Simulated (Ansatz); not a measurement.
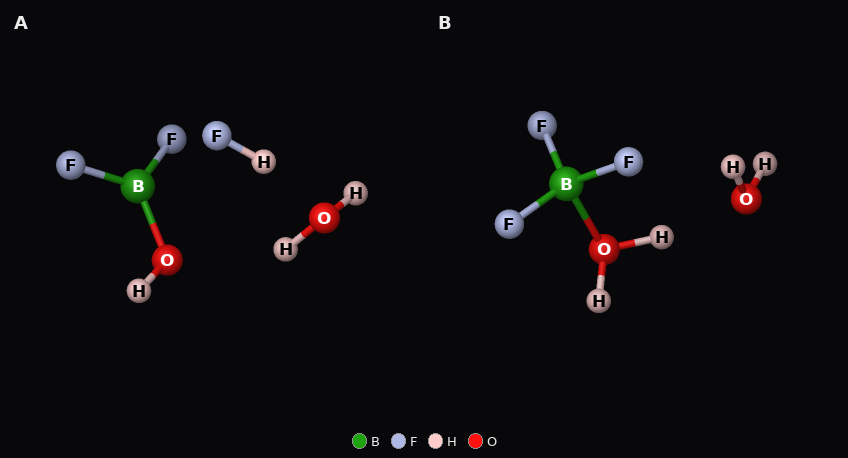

2 stationary structures of one formula. Geometries: PBE0-D4/def2-TZVP. Electronic energies: CCSD(T)/CBS (MP2 limit from def2-TZVPP and def2-QZVPP plus CCSD(T) − MP2) (Ansatz 0.2.0), without zero-point energy. Each is one conformer, not always the lowest.

Question: Which is lowest in energy, and by how much?

Answer: B is lowest (a minimum); A lies 9.1 kcal/mol above it (a minimum).

Give E(B) − E(A) in kcal/mol at these levels too: RHF-MP2 (frozen core)/def2-QZVPP; BLYP-D4/def2-TZVPP; r2SCAN0-D4/def2-TZVPP; ωB97M-V/def2-TZVPP; CCSD(T)/CBS (MP2 limit from def2-TZVPP and def2-QZVPP plus CCSD(T) − MP2); CAM-B3LYP-D4/def2-TZVPP; direct RPA on PBE orbitals (frozen core)/def2-TZVPP; B3LYP-D4/def2-TZVPP.

```tsv
level	E(B) − E(A) (kcal/mol)
RHF-MP2 (frozen core)/def2-QZVPP	−8.9
BLYP-D4/def2-TZVPP	−6.0
r2SCAN0-D4/def2-TZVPP	−10.7
ωB97M-V/def2-TZVPP	−9.5
CCSD(T)/CBS (MP2 limit from def2-TZVPP and def2-QZVPP plus CCSD(T) − MP2)	−9.1
CAM-B3LYP-D4/def2-TZVPP	−9.4
direct RPA on PBE orbitals (frozen core)/def2-TZVPP	−9.5
B3LYP-D4/def2-TZVPP	−7.7
```
